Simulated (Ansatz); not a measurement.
**Molecular dynamics of BSiH6ClO (part 4 of 4)**

The same run, continued: BSiH6ClO; RKS LDA/6-31G* (Ansatz 0.2.0). It belongs to a series of runs on one base structure; here: dynamics from the highest image of the converged band.

Geometry of the input (Å):
```
B  0.0342  -0.3144  -0.0165
Cl -0.1592  -0.0301  2.1439
H  0.9600  0.4143  -0.2605
H  -1.0799  -0.1102  -0.4473
O  0.3870  -1.7172  0.2256
Si -0.7216  -2.8947  -0.2704
H  -0.1328  -4.2131  0.1201
H  -2.0364  -2.6736  0.4178
H  -0.8826  -2.8061  -1.7550
H  0.2916  -1.2784  1.5607
```

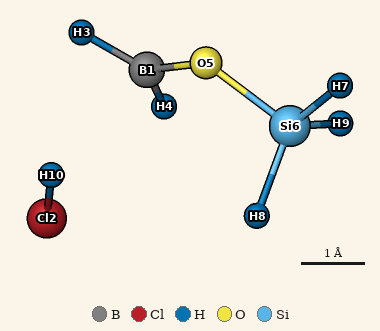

*The geometry at step 163 of the log (ball-and-stick view, seen at a tilt; atoms are numbered from 1 in the order of the input).*

## Trajectory as extended XYZ, continued
```
10
Properties=species:S:1:pos:R:3:forces:R:3 step=126 time_fs=63.0 energy=-23125.22438 temperature=376.4
B     0.2310   -0.4517   -0.2975   -0.3189  -0.6549   0.0604
Cl   -0.2455    0.0824    2.3652    0.8289  -0.9381   0.1018
H     1.2214    0.2275   -0.1909   -0.2052   0.3802  -0.1303
H    -0.9253   -0.1883   -0.6075    0.3353   0.5505  -0.0309
O     0.4685   -1.7851   -0.1504    0.0816  -0.6142   0.1406
Si   -0.7518   -2.9394   -0.2735   -0.2358  -0.0891   0.4846
H    -0.2142   -4.3439   -0.1910    0.2783   0.2231  -0.3119
H    -1.6341   -2.9282    0.9649    0.0591   0.3146  -0.2983
H    -1.5275   -2.6973   -1.5390    0.0143  -0.0781   0.1166
H     0.6754   -0.8991    2.4816   -0.8375   0.9060  -0.1326
10
Properties=species:S:1:pos:R:3:forces:R:3 step=130 time_fs=65.0 energy=-23125.23026 temperature=381.9
B     0.2422   -0.4704   -0.3050   -0.6775   0.2473  -0.0808
Cl   -0.2496    0.0886    2.3774    0.3687  -0.4429   0.0411
H     1.2039    0.2235   -0.1889    0.1562   0.5123  -0.0779
H    -0.9014   -0.1662   -0.6085    0.1994   0.4277  -0.0455
O     0.4766   -1.7815   -0.1740    0.0274  -1.7101   0.2435
Si   -0.7546   -2.9432   -0.2743   -0.2617  -0.0919   0.6651
H    -0.2302   -4.3628   -0.1893    0.2651   0.3832  -0.3554
H    -1.6205   -2.9404    0.9982    0.2169   0.3617  -0.5356
H    -1.5534   -2.6941   -1.5306    0.0772  -0.0898   0.2051
H     0.6685   -0.8562    2.4870   -0.3717   0.4025  -0.0596
10
Properties=species:S:1:pos:R:3:forces:R:3 step=135 time_fs=67.5 energy=-23125.21532 temperature=367.6
B     0.2531   -0.4919   -0.3147   -0.5390   1.5574  -0.1615
Cl   -0.2543    0.0958    2.3927   -0.8537   0.7577  -0.1036
H     1.1897    0.2444   -0.1904    0.2064   0.2707  -0.0380
H    -0.8621   -0.1166   -0.6123   -0.0708   0.1853  -0.0694
O     0.4867   -1.7831   -0.2027   -0.0447  -2.6536   0.3258
Si   -0.7585   -2.9481   -0.2740   -0.0748   0.0496   0.6091
H    -0.2358   -4.3665   -0.2062    0.2733   0.3521  -0.3449
H    -1.5925   -2.9362    1.0120    0.1810   0.3600  -0.4681
H    -1.5818   -2.6947   -1.5096    0.0647  -0.0709   0.1612
H     0.6467   -0.7873    2.4913    0.8576  -0.8082   0.0895
10
Properties=species:S:1:pos:R:3:forces:R:3 step=140 time_fs=70.0 energy=-23125.24614 temperature=397.2
B     0.2610   -0.5050   -0.3254   -0.0919   2.2749  -0.1363
Cl   -0.2602    0.1041    2.4078   -0.7129   0.5707  -0.1007
H     1.1865    0.2802   -0.1944    0.0004  -0.2238  -0.0322
H    -0.8265   -0.0562   -0.6201   -0.2207  -0.1169  -0.0591
O     0.4967   -1.7943   -0.2302   -0.1875  -2.5558   0.3187
Si   -0.7626   -2.9530   -0.2725    0.3090   0.3130   0.2434
H    -0.2250   -4.3502   -0.2434    0.2924   0.1011  -0.2720
H    -1.5548   -2.9108    0.9996   -0.0731   0.2954  -0.0200
H    -1.6069   -2.6994   -1.4795   -0.0390  -0.0261  -0.0113
H     0.6687   -0.7592    2.5001    0.7233  -0.6325   0.0695
10
Properties=species:S:1:pos:R:3:forces:R:3 step=144 time_fs=72.0 energy=-23125.27099 temperature=421.1
B     0.2669   -0.5068   -0.3344    0.1210   1.9631  -0.0992
Cl   -0.2658    0.1115    2.4197    0.3502  -0.4075  -0.0218
H     1.1851    0.3011   -0.1990   -0.0391  -0.4678  -0.0186
H    -0.8067   -0.0120   -0.6289   -0.2030  -0.3532  -0.0228
O     0.5041   -1.8102   -0.2514   -0.3551  -1.6651   0.2620
Si   -0.7654   -2.9564   -0.2709    0.6074   0.4883  -0.1369
H    -0.2039   -4.3320   -0.2850    0.2663  -0.1072  -0.1826
H    -1.5269   -2.8776    0.9875   -0.2891   0.2093   0.3926
H    -1.6282   -2.7045   -1.4554   -0.1243   0.0046  -0.1368
H     0.7166   -0.7636    2.5100   -0.3344   0.3355  -0.0360
10
Properties=species:S:1:pos:R:3:forces:R:3 step=149 time_fs=74.5 energy=-23125.25808 temperature=409.0
B     0.2747   -0.4997   -0.3462    0.1092   0.6835  -0.0815
Cl   -0.2722    0.1200    2.4346    0.9676  -0.9118  -0.0087
H     1.1824    0.3031   -0.2055    0.1701  -0.4117   0.0270
H    -0.7925    0.0238   -0.6409   -0.1254  -0.5351   0.0227
O     0.5122   -1.8352   -0.2769   -0.5434  -0.0650   0.1829
Si   -0.7677   -2.9597   -0.2691    0.6774   0.5163  -0.3513
H    -0.1641   -4.3148   -0.3463    0.1121  -0.1610  -0.0417
H    -1.5072   -2.8255    0.9932   -0.2913   0.0494   0.4794
H    -1.6615   -2.7106   -1.4323   -0.1325   0.0078  -0.1431
H     0.7576   -0.7505    2.5205   -0.9438   0.8276  -0.0858
10
Properties=species:S:1:pos:R:3:forces:R:3 step=153 time_fs=76.5 energy=-23125.27037 temperature=420.5
B     0.2814   -0.4910   -0.3560    0.0012  -0.5526  -0.0870
Cl   -0.2763    0.1258    2.4465    0.5478  -0.5340  -0.0744
H     1.1871    0.2870   -0.2097    0.4147  -0.1794   0.0692
H    -0.7869    0.0302   -0.6497   -0.0949  -0.5350   0.0389
O     0.5173   -1.8557   -0.2969   -0.6185   1.1207   0.1432
Si   -0.7686   -2.9615   -0.2682    0.4690   0.4182  -0.2499
H    -0.1271   -4.3075   -0.3976   -0.0934  -0.0395   0.0882
H    -1.5035   -2.7814    1.0172   -0.0643  -0.1256   0.1417
H    -1.6936   -2.7152   -1.4198   -0.0446  -0.0152  -0.0264
H     0.7533   -0.7074    2.5255   -0.5171   0.4424  -0.0434
10
Properties=species:S:1:pos:R:3:forces:R:3 step=158 time_fs=79.0 energy=-23125.20170 temperature=354.4
B     0.2899   -0.4832   -0.3687    0.1036  -1.6735  -0.0608
Cl   -0.2808    0.1324    2.4613   -0.8038   0.5244  -0.1956
H     1.2150    0.2578   -0.2112    0.4263  -0.0102   0.0655
H    -0.7851    0.0103   -0.6587   -0.1024  -0.3703   0.0354
O     0.5215   -1.8773   -0.3213   -0.6125   2.1261   0.1285
Si   -0.7688   -2.9631   -0.2676    0.1521   0.2872  -0.0831
H    -0.0867   -4.2999   -0.4563   -0.3312   0.1153   0.2402
H    -1.5012   -2.7338    1.0530    0.2277  -0.3353  -0.3294
H    -1.7354   -2.7219   -1.4048    0.0991  -0.0426   0.1388
H     0.7277   -0.6355    2.5299    0.8412  -0.6210   0.0604
10
Properties=species:S:1:pos:R:3:forces:R:3 step=163 time_fs=81.5 energy=-23125.15534 temperature=309.7
B     0.2991   -0.4844   -0.3816    0.5256  -2.0335   0.0189
Cl   -0.2864    0.1397    2.4757   -0.8519   0.5214  -0.2000
H     1.2658    0.2265   -0.2094   -0.0269  -0.1099  -0.0289
H    -0.7893   -0.0313   -0.6656   -0.0728  -0.1283   0.0337
O     0.5235   -1.8911   -0.3452   -0.5302   2.5086   0.1406
Si   -0.7686   -2.9640   -0.2671    0.0017   0.2485  -0.0754
H    -0.0654   -4.2863   -0.5009   -0.4242   0.0918   0.3321
H    -1.4863   -2.7057    1.0707    0.3204  -0.4442  -0.4623
H    -1.7717   -2.7310   -1.3822    0.1673  -0.0362   0.1844
H     0.7455   -0.5951    2.5374    0.8910  -0.6182   0.0568
10
Properties=species:S:1:pos:R:3:forces:R:3 step=167 time_fs=83.5 energy=-23125.17589 temperature=329.2
B     0.3084   -0.4933   -0.3920    0.7067  -1.9237   0.0514
Cl   -0.2919    0.1461    2.4870    0.3120  -0.2935  -0.1277
H     1.3069    0.1973   -0.2088   -0.3947  -0.1717  -0.1097
H    -0.7956   -0.0709   -0.6695    0.0382   0.0434   0.0523
O     0.5236   -1.8955   -0.3640   -0.4314   2.3577   0.1629
Si   -0.7685   -2.9643   -0.2669    0.0493   0.2950  -0.2025
H    -0.0662   -4.2717   -0.5228   -0.3667  -0.0742   0.3409
H    -1.4612   -2.7018    1.0660    0.2291  -0.4317  -0.2569
H    -1.7940   -2.7398   -1.3565    0.1313  -0.0007   0.1052
H     0.7959   -0.5881    2.5458   -0.2738   0.1994  -0.0158
10
Properties=species:S:1:pos:R:3:forces:R:3 step=172 time_fs=86.0 energy=-23125.18201 temperature=335.5
B     0.3234   -0.5139   -0.4047    0.4178  -1.4180  -0.0060
Cl   -0.2982    0.1537    2.5010    1.0946  -0.7726  -0.0789
H     1.3374    0.1524   -0.2140   -0.4707  -0.0340  -0.1363
H    -0.8006   -0.1176   -0.6715    0.2206   0.2038   0.0854
O     0.5223   -1.8932   -0.3869   -0.2817   1.5484   0.2019
Si   -0.7682   -2.9642   -0.2670    0.2717   0.3741  -0.4932
H    -0.0859   -4.2586   -0.5321   -0.1887  -0.3454   0.2798
H    -1.4187   -2.7196    1.0490   -0.0162  -0.3094   0.2768
H    -1.8154   -2.7505   -1.3196    0.0096   0.0685  -0.0746
H     0.8425   -0.5679    2.5553   -1.0569   0.6847  -0.0550
10
Properties=species:S:1:pos:R:3:forces:R:3 step=177 time_fs=88.5 energy=-23125.23477 temperature=386.0
B     0.3405   -0.5422   -0.4174   -0.2501  -0.4017  -0.1194
Cl   -0.3029    0.1601    2.5148    0.4766  -0.3601  -0.0964
H     1.3420    0.1064   -0.2269   -0.1125   0.2851  -0.0738
H    -0.7932   -0.1524   -0.6686    0.2699   0.3231   0.0876
O     0.5199   -1.8854   -0.4090   -0.1012   0.0088   0.2439
Si   -0.7673   -2.9632   -0.2682    0.4420   0.3285  -0.6614
H    -0.1171   -4.2653   -0.5248   -0.0396  -0.4333   0.1889
H    -1.3767   -2.7557    1.0478   -0.1734  -0.1641   0.6492
H    -1.8360   -2.7572   -1.2868   -0.0745   0.1337  -0.1983
H     0.8327   -0.5111    2.5620   -0.4373   0.2800  -0.0204
10
Properties=species:S:1:pos:R:3:forces:R:3 step=181 time_fs=90.5 energy=-23125.22257 temperature=374.3
B     0.3535   -0.5666   -0.4281   -0.6678   0.8514  -0.1637
Cl   -0.3060    0.1648    2.5257   -0.7688   0.3494  -0.1350
H     1.3397    0.0806   -0.2405    0.2001   0.4724  -0.0170
H    -0.7760   -0.1666   -0.6625    0.1516   0.3904   0.0558
O     0.5177   -1.8788   -0.4261    0.0684  -1.5784   0.2649
Si   -0.7659   -2.9619   -0.2701    0.3465   0.1212  -0.4462
H    -0.1443   -4.2885   -0.5105   -0.0133  -0.2560   0.1244
H    -1.3496   -2.7922    1.0726   -0.0904  -0.0885   0.4649
H    -1.8552   -2.7570   -1.2685   -0.0358   0.1616  -0.1782
H     0.8058   -0.4531    2.5663    0.8095  -0.4234   0.0301
10
Properties=species:S:1:pos:R:3:forces:R:3 step=186 time_fs=93.0 energy=-23125.16934 temperature=323.1
B     0.3664   -0.5923   -0.4421   -0.6308   2.5528  -0.0895
Cl   -0.3111    0.1711    2.5391   -1.0372   0.4513  -0.1319
H     1.3468    0.0728   -0.2587    0.2067   0.3589  -0.0219
H    -0.7476   -0.1635   -0.6522   -0.0845   0.4065  -0.0008
O     0.5153   -1.8763   -0.4465    0.2739  -3.2219   0.2560
Si   -0.7636   -2.9602   -0.2732   -0.0083  -0.3138   0.1154
H    -0.1795   -4.3295   -0.4863   -0.0440   0.1254   0.0396
H    -1.3195   -2.8424    1.1252    0.1312   0.0007  -0.1551
H    -1.8803   -2.7481   -1.2545    0.1141   0.1604  -0.0435
H     0.8152   -0.4027    2.5733    1.0787  -0.5202   0.0319
10
Properties=species:S:1:pos:R:3:forces:R:3 step=191 time_fs=95.5 energy=-23125.15920 temperature=313.3
B     0.3760   -0.6041   -0.4567   -0.2330   3.1701   0.0387
Cl   -0.3176    0.1781    2.5524    0.5172  -0.3156  -0.0891
H     1.3648    0.0852   -0.2785   -0.0663   0.0008  -0.0791
H    -0.7235   -0.1366   -0.6418   -0.1837   0.2902  -0.0324
O     0.5138   -1.8855   -0.4660    0.3935  -3.2915   0.2080
Si   -0.7613   -2.9591   -0.2762   -0.3693  -0.7347   0.5630
H    -0.2170   -4.3636   -0.4598   -0.0382   0.3734  -0.0773
H    -1.2822   -2.8922    1.1695    0.2241   0.1249  -0.5922
H    -1.8988   -2.7297   -1.2432    0.2302   0.1343   0.0777
H     0.8791   -0.3787    2.5819   -0.4746   0.2479  -0.0173
10
Properties=species:S:1:pos:R:3:forces:R:3 step=195 time_fs=97.5 energy=-23125.16957 temperature=323.5
B     0.3826   -0.6013   -0.4682   -0.0412   2.4115   0.0872
Cl   -0.3224    0.1834    2.5629    1.1887  -0.5860  -0.0848
H     1.3775    0.0965   -0.2975   -0.1752  -0.1976  -0.1007
H    -0.7115   -0.1025   -0.6347   -0.0998   0.1031  -0.0314
O     0.5137   -1.9016   -0.4810    0.4289  -2.0186   0.1569
Si   -0.7600   -2.9594   -0.2777   -0.5446  -0.9139   0.6839
H    -0.2486   -4.3760   -0.4417    0.0213   0.3468  -0.1913
H    -1.2433   -2.9271    1.1815    0.1498   0.2273  -0.5883
H    -1.9043   -2.7092   -1.2313    0.2153   0.1100   0.0983
H     0.9165   -0.3522    2.5883   -1.1432   0.5176  -0.0298
10
Properties=species:S:1:pos:R:3:forces:R:3 step=200 time_fs=100.0 energy=-23125.23192 temperature=383.1
B     0.3905   -0.5865   -0.4822   -0.1036   0.5908   0.0631
Cl   -0.3268    0.1892    2.5758    0.6454  -0.3209  -0.1129
H     1.3852    0.1006   -0.3264   -0.0249  -0.1950  -0.0735
H    -0.7011   -0.0553   -0.6275    0.0626  -0.1461  -0.0205
O     0.5150   -1.9279   -0.4992    0.4742   0.2335   0.0971
Si   -0.7595   -2.9614   -0.2784   -0.5739  -0.8793   0.4981
H    -0.2864   -4.3746   -0.4299    0.1350   0.0622  -0.3315
H    -1.1877   -2.9583    1.1674   -0.0792   0.3168  -0.1404
H    -1.9004   -2.6777   -1.2116    0.0585   0.0871   0.0302
H     0.9065   -0.2936    2.5948   -0.5940   0.2509  -0.0097
```
